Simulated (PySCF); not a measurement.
# CCSD(T)/STO-3G run of BH2Cl (SMILES [H]B([H])Cl)

Aim: the energy change on altering one bond length of BH2Cl at CCSD(T)/STO-3G, from 2 runs. Input form: a Python script.

The results are computed with PySCF 2.14.0.

8 further runs of the same task are left out: 8 set aside as unsound or not needed.

**1. The structure to begin with**

BH2Cl has 4 atoms, charge 0, and is taken as a singlet. SMILES: `[H]B([H])Cl`. The shape is that of a GFN2-xTB optimisation.

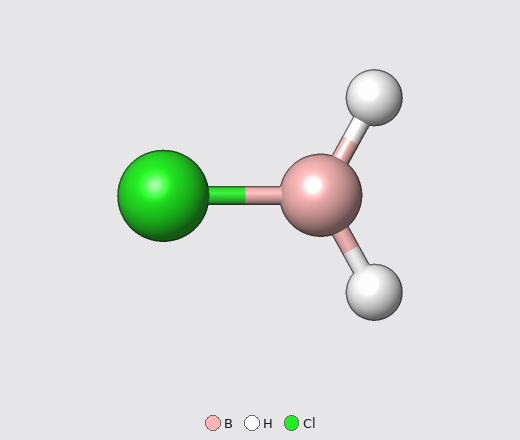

The structure, seen from a chosen angle (boron pink, hydrogen white, chlorine green).

**2. A single-point energy at CCSD(T)/STO-3G**

input.py reads:

```python
from pyscf import gto, cc

system = gto.M(
    atom=[
    ('B', (0.069310, 0.114420, -0.000410)),
    ('H', (1.240090, 0.070720, 0.015540)),
    ('H', (-0.512130, 1.131590, -0.018950)),
    ('Cl', (-0.797280, -1.316740, 0.003830)),
],
    basis='sto-3g',
    charge=0,
    verbose=4,
    spin=0,
    max_memory=1860,
)

calc0 = system.RHF()
calc0.conv_tol = 1e-10
calc0.kernel()
if not calc0.converged:
    calc0 = calc0.newton().run(calc0.mo_coeff, calc0.mo_occ)

mycc = cc.CCSD(calc0, frozen=6)
mycc.kernel()
e_t = mycc.ccsd_t()
energy = mycc.e_tot + e_t
print('Final energy', energy)
```

On the command line:

```sh
$ OMP_NUM_THREADS=1 python input.py
```

The log of the run:

```text
PySCF version 2.14.0

[INPUT] num. atoms = 4
[INPUT] num. electrons = 24
[INPUT] charge = 0
[INPUT] spin (= nelec alpha-beta = 2S) = 0
[INPUT] symmetry False subgroup None
[INPUT] Mole.unit = angstrom
[INPUT] Symbol           X                Y                Z      unit          X                Y                Z       unit  Magmom
[INPUT]  1 B      0.069310000000   0.114420000000  -0.000410000000 AA    0.130976917694   0.216222463173  -0.000774787711 Bohr   0.0
[INPUT]  2 H      1.240090000000   0.070720000000   0.015540000000 AA    2.343430469812   0.133641431529   0.029366343976 Bohr   0.0
[INPUT]  3 H     -0.512130000000   1.131590000000  -0.018950000000 AA   -0.967785440174   2.138395185297  -0.035810310061 Bohr   0.0
[INPUT]  4 Cl    -0.797280000000  -1.316740000000   0.003830000000 AA   -1.506640844593  -2.488277977260   0.007237651057 Bohr   0.0

nuclear repulsion = 38.9580455955621
number of shells = 10
number of NR pGTOs = 48
number of NR cGTOs = 16
basis = sto-3g
ecp = {}

******** <class 'pyscf.scf.hf.RHF'> ********
method = RHF
initial guess = minao
damping factor = 0
level_shift factor = 0
DIIS = <class 'pyscf.scf.diis.CDIIS'>
diis_start_cycle = 1
diis_space = 8
diis_damp = 0
SCF conv_tol = 1e-10
SCF conv_tol_grad = None
SCF max_cycles = 50
direct_scf = True
direct_scf_tol = 1e-13
Set gradient conv threshold to 1e-05
Initial guess from minao.
init E= -479.897695928067
  HOMO = -0.31701211287328  LUMO = 0.133728988831637  gap/eV = 12.26529
cycle= 1 E= -480.088203957799  delta_E= -0.191  |g|= 0.272  |ddm|=  2.1
  HOMO = -0.371683950891625  LUMO = 0.159390090525704  gap/eV = 14.45126
cycle= 2 E= -480.123042576665  delta_E= -0.0348  |g|= 0.0574  |ddm|= 0.574
  HOMO = -0.390891959125071  LUMO = 0.214946279146165  gap/eV = 16.48570
cycle= 3 E= -480.124456601184  delta_E= -0.00141  |g|= 0.0142  |ddm|= 0.102
  HOMO = -0.391294471908262  LUMO = 0.212466122313697  gap/eV = 16.42916
cycle= 4 E= -480.124575130003  delta_E= -0.000119  |g|= 0.00132  |ddm|= 0.0366
  HOMO = -0.391039018880252  LUMO = 0.212461737452739  gap/eV = 16.42209
cycle= 5 E= -480.124576963708  delta_E= -1.83e-06  |g|= 0.000389  |ddm|= 0.00412
  HOMO = -0.391035853304411  LUMO = 0.212499267456599  gap/eV = 16.42303
cycle= 6 E= -480.124577113242  delta_E= -1.5e-07  |g|= 3.23e-05  |ddm|= 0.0015
  HOMO = -0.391033398806283  LUMO = 0.212492819980905  gap/eV = 16.42278
cycle= 7 E= -480.12457711411  delta_E= -8.68e-10  |g|= 2.63e-06  |ddm|= 0.00011
  HOMO = -0.391033726285272  LUMO = 0.212493341906161  gap/eV = 16.42281
cycle= 8 E= -480.124577114114  delta_E= -3.87e-12  |g|= 1.61e-07  |ddm|= 6.25e-06
  HOMO = -0.391033714245397  LUMO = 0.212493385258915  gap/eV = 16.42281
Extra cycle  E= -480.124577114113  delta_E= 1.14e-13  |g|= 3.65e-08  |ddm|= 3.24e-07
converged SCF energy = -480.124577114113

******** <class 'pyscf.cc.ccsd.CCSD'> ********
CC2 = 0
CCSD nocc = 6, nmo = 10
frozen orbitals 6
max_cycle = 50
direct = 0
conv_tol = 1e-07
conv_tol_normt = 1e-05
diis_space = 6
diis_start_cycle = 0
diis_start_energy_diff = 1e+09
Init t2, MP2 energy = -480.168054882646  E_corr(MP2) -0.0434777685330155
Init E_corr(CCSD) = -0.043477768533016
cycle = 1  E_corr(CCSD) = -0.0524230192889161  dE = -0.00894525076  norm(t1,t2) = 0.0386687
cycle = 2  E_corr(CCSD) = -0.0560948173654086  dE = -0.00367179808  norm(t1,t2) = 0.0140767
cycle = 3  E_corr(CCSD) = -0.0580060702129731  dE = -0.00191125285  norm(t1,t2) = 0.00691812
cycle = 4  E_corr(CCSD) = -0.0581805469543937  dE = -0.000174476741  norm(t1,t2) = 0.00169857
cycle = 5  E_corr(CCSD) = -0.0581005509475652  dE = 7.99960068e-05  norm(t1,t2) = 0.000692534
cycle = 6  E_corr(CCSD) = -0.0581002260204072  dE = 3.24927158e-07  norm(t1,t2) = 8.97473e-05
cycle = 7  E_corr(CCSD) = -0.0580988915488484  dE = 1.33447156e-06  norm(t1,t2) = 1.54952e-05
cycle = 8  E_corr(CCSD) = -0.0580991212960962  dE = -2.29747248e-07  norm(t1,t2) = 4.61066e-06
cycle = 9  E_corr(CCSD) = -0.0580990965014877  dE = 2.47946085e-08  norm(t1,t2) = 1.27553e-06
CCSD converged
E(CCSD) = -480.1826762106149  E_corr = -0.05809909650148773
CCSD(T) correction = -0.00135066902504835
Final energy -480.18402687964
```

It took 0.93 s on 1 thread of Arm Neoverse V1, shared host; peak memory 0.12 GiB.

**3. The distorted shape at the same level**

job.py reads:

```python
from pyscf import gto, cc

molecule = gto.M(
    atom='''
B    0.534467  -0.699324   0.014422
H    1.705247  -0.743024   0.030372
H   -0.512130   1.131590  -0.018950
Cl  -0.332123  -2.130484   0.018662
''',
    spin=0,
    basis='sto-3g',
    verbose=4,
    charge=0,
    max_memory=1860,
)

calc0 = molecule.RHF()
calc0.conv_tol = 1e-10
calc0.kernel()
if not calc0.converged:
    calc0 = calc0.newton().run(calc0.mo_coeff, calc0.mo_occ)

mycc = cc.CCSD(calc0, frozen=6)
mycc.kernel()
e_t = mycc.ccsd_t()
etot = mycc.e_tot + e_t
print('E = %.10f Eh' % etot)
```

On the command line:

```sh
$ OMP_NUM_THREADS=1 python job.py
```

The log of the run:

```text
PySCF version 2.14.0

[INPUT] num. atoms = 4
[INPUT] num. electrons = 24
[INPUT] charge = 0
[INPUT] spin (= nelec alpha-beta = 2S) = 0
[INPUT] symmetry False subgroup None
[INPUT] Mole.unit = angstrom
[INPUT] Symbol           X                Y                Z      unit          X                Y                Z       unit  Magmom
[INPUT]  1 B      0.534467000000  -0.699324000000   0.014422000000 AA    1.009996252618  -1.321530832335   0.027253630168 Bohr   0.0
[INPUT]  2 H      1.705247000000  -0.743024000000   0.030372000000 AA    3.222449804736  -1.404111863979   0.057394761855 Bohr   0.0
[INPUT]  3 H     -0.512130000000   1.131590000000  -0.018950000000 AA   -0.967785440174   2.138395185297  -0.035810310061 Bohr   0.0
[INPUT]  4 Cl    -0.332123000000  -2.130484000000   0.018662000000 AA   -0.627621509669  -4.026031272768   0.035266068937 Bohr   0.0

nuclear repulsion = 36.9822565105345
number of shells = 10
number of NR pGTOs = 48
number of NR cGTOs = 16
basis = sto-3g
ecp = {}

******** <class 'pyscf.scf.hf.RHF'> ********
method = RHF
initial guess = minao
damping factor = 0
level_shift factor = 0
DIIS = <class 'pyscf.scf.diis.CDIIS'>
diis_start_cycle = 1
diis_space = 8
diis_damp = 0
SCF conv_tol = 1e-10
SCF conv_tol_grad = None
SCF max_cycles = 50
direct_scf = True
direct_scf_tol = 1e-13
Set gradient conv threshold to 1e-05
[... 1 set-up line as earlier in the session ...]
init E= -479.588072791513
  HOMO = -0.189939460792948  LUMO = 0.108994429566869  gap/eV = 8.13441
cycle= 1 E= -479.839198066129  delta_E= -0.251  |g|= 0.355  |ddm|= 2.12
  HOMO = -0.275757438614187  LUMO = 0.0985648062266004  gap/eV = 10.18583
cycle= 2 E= -479.902786338969  delta_E= -0.0636  |g|= 0.153  |ddm|= 0.925
  HOMO = -0.276751974182704  LUMO = 0.207208502769424  gap/eV = 13.16924
cycle= 3 E= -479.914141461345  delta_E= -0.0114  |g|= 0.026  |ddm|= 0.284
  HOMO = -0.285543231328695  LUMO = 0.210024886387584  gap/eV = 13.48510
cycle= 4 E= -479.91466481003  delta_E= -0.000523  |g|= 0.00265  |ddm|= 0.0735
  HOMO = -0.283535077553646  LUMO = 0.209362484529755  gap/eV = 13.41243
cycle= 5 E= -479.914669954761  delta_E= -5.14e-06  |g|= 0.000543  |ddm|= 0.00673
  HOMO = -0.283871182268722  LUMO = 0.209416799302147  gap/eV = 13.42305
cycle= 6 E= -479.914670256101  delta_E= -3.01e-07  |g|= 0.000116  |ddm|= 0.00187
  HOMO = -0.283804262834098  LUMO = 0.20941330471409  gap/eV = 13.42113
cycle= 7 E= -479.914670267925  delta_E= -1.18e-08  |g|= 1.95e-05  |ddm|= 0.000384
  HOMO = -0.283804710522695  LUMO = 0.209407400489904  gap/eV = 13.42099
cycle= 8 E= -479.914670268334  delta_E= -4.09e-10  |g|= 3.02e-06  |ddm|= 6.92e-05
  HOMO = -0.283803985277635  LUMO = 0.209407712682822  gap/eV = 13.42097
cycle= 9 E= -479.914670268344  delta_E= -9.55e-12  |g|= 2.24e-07  |ddm|= 1.06e-05
  HOMO = -0.28380403212199  LUMO = 0.209407750887352  gap/eV = 13.42098
Extra cycle  E= -479.914670268343  delta_E= 1.14e-13  |g|= 7e-08  |ddm|= 5.04e-07
converged SCF energy = -479.914670268343

******** <class 'pyscf.cc.ccsd.CCSD'> ********
CC2 = 0
CCSD nocc = 6, nmo = 10
frozen orbitals 6
max_cycle = 50
direct = 0
conv_tol = 1e-07
conv_tol_normt = 1e-05
diis_space = 6
diis_start_cycle = 0
diis_start_energy_diff = 1e+09
Init t2, MP2 energy = -479.993762693845  E_corr(MP2) -0.0790924255012896
Init E_corr(CCSD) = -0.0790924255012924
cycle = 1  E_corr(CCSD) = -0.102437526171054  dE = -0.0233451007  norm(t1,t2) = 0.0996278
cycle = 2  E_corr(CCSD) = -0.113504124568338  dE = -0.0110665984  norm(t1,t2) = 0.0458085
cycle = 3  E_corr(CCSD) = -0.12144894196154  dE = -0.00794481739  norm(t1,t2) = 0.0210213
cycle = 4  E_corr(CCSD) = -0.121695455617033  dE = -0.000246513655  norm(t1,t2) = 0.0027092
cycle = 5  E_corr(CCSD) = -0.121651199870605  dE = 4.42557464e-05  norm(t1,t2) = 0.00130743
cycle = 6  E_corr(CCSD) = -0.121725957274895  dE = -7.47574043e-05  norm(t1,t2) = 0.000345998
cycle = 7  E_corr(CCSD) = -0.121736690708988  dE = -1.07334341e-05  norm(t1,t2) = 9.80259e-05
cycle = 8  E_corr(CCSD) = -0.121732197673681  dE = 4.49303531e-06  norm(t1,t2) = 2.52184e-05
cycle = 9  E_corr(CCSD) = -0.12173182335407  dE = 3.74319611e-07  norm(t1,t2) = 6.49009e-06
cycle = 10  E_corr(CCSD) = -0.121732038851967  dE = -2.15497897e-07  norm(t1,t2) = 2.54498e-06
cycle = 11  E_corr(CCSD) = -0.121732027610125  dE = 1.12418426e-08  norm(t1,t2) = 3.85512e-07
CCSD converged
E(CCSD) = -480.0364022959536  E_corr = -0.1217320276101249
CCSD(T) correction = -0.00267914148582876
E = -480.0390814374 Eh
```

Run time: 1 s. Hardware: 1 thread of Arm Neoverse V1, shared host; peak memory 0.12 GiB.

**4. Summary of results**

At CCSD(T)/STO-3G, 6 core orbitals frozen:

| quantity | value |
| --- | --- |
| first shape: total energy | -480.18403 Eh |
| first shape: dipole moment (Hartree–Fock density) | 1.22 D |
| first shape: HOMO energy (Hartree–Fock orbitals) | -10.64 eV |
| first shape: LUMO energy (Hartree–Fock orbitals) | 5.78 eV |
| first shape: HOMO–LUMO gap (Hartree–Fock orbitals) | 16.42 eV |
| first shape: correlation energy (6 core orbitals frozen) | -59.4 mEh |
| first shape: (T) correction | -1.35 mEh |
| first shape: T1 diagnostic | 0.014 |
| distorted shape: total energy | -480.03908 Eh |
| distorted shape: dipole moment (Hartree–Fock density) | 0.97 D |
| distorted shape: HOMO energy (Hartree–Fock orbitals) | -7.72 eV |
| distorted shape: LUMO energy (Hartree–Fock orbitals) | 5.70 eV |
| distorted shape: HOMO–LUMO gap (Hartree–Fock orbitals) | 13.42 eV |
| distorted shape: correlation energy (6 core orbitals frozen) | -124.4 mEh |
| distorted shape: (T) correction | -2.68 mEh |
| distorted shape: T1 diagnostic | 0.015 |
| energy change with the B1–H3 bond stretched from 1.172 to 2.109 Å | 3.944 eV |

With the B1–H3 bond stretched from 1.172 to 2.109 Å the energy rises by 3.94 eV (91 kcal/mol). The first shape isn't relaxed at this level, so the change isn't measured from a minimum. The minimal basis adds a large error of its own. The triples (first shape) make up 2.3 % of the correlation energy. The triples (distorted shape) make up 2.2 % of the correlation energy.
